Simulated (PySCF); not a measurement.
SMILES C[SiH](C[SiH2]Cl)C at its GFN2-xTB optimised geometry (Å):

```
17

Si     0.9854    -1.8314     0.0000
Cl     3.0102    -1.8314     0.0000
C      0.3646    -0.0434     0.0000
Si    -1.5304     0.1756     0.0840
C     -1.9390     2.0344     0.0650
C     -2.3374    -0.6777    -1.4092
H      0.5550    -2.5448     1.2004
H      0.5654    -2.5484    -1.2026
H      0.7385     0.4611    -0.8926
H      0.8094     0.4847     0.8445
H     -2.0330    -0.4281     1.3311
H     -3.0102     2.2023     0.1216
H     -1.4836     2.5484     0.9061
H     -1.5816     2.5131    -0.8426
H     -2.1555    -1.7475    -1.3932
H     -3.4124    -0.5270    -1.4159
H     -1.9485    -0.2926    -2.3475
```

Calculation: B3LYP/def2-SVP (PySCF).

Map of the Laplacian of the electron density (e/bohr⁵), clipped to [-1.50, 1.50] on the plane z = 0.8 Å:

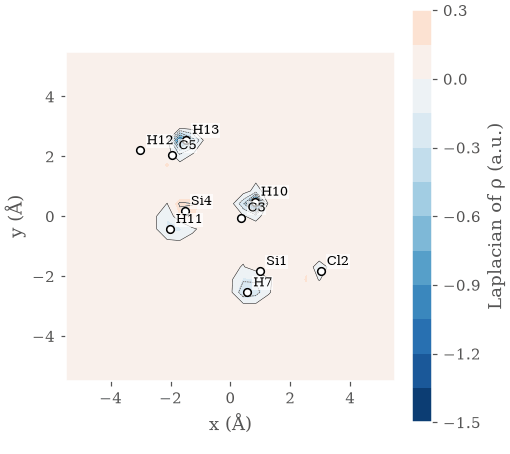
*Laplacian of the electron density (e/bohr⁵), clipped to [-1.50, 1.50] on the plane z = 0.8 Å.*
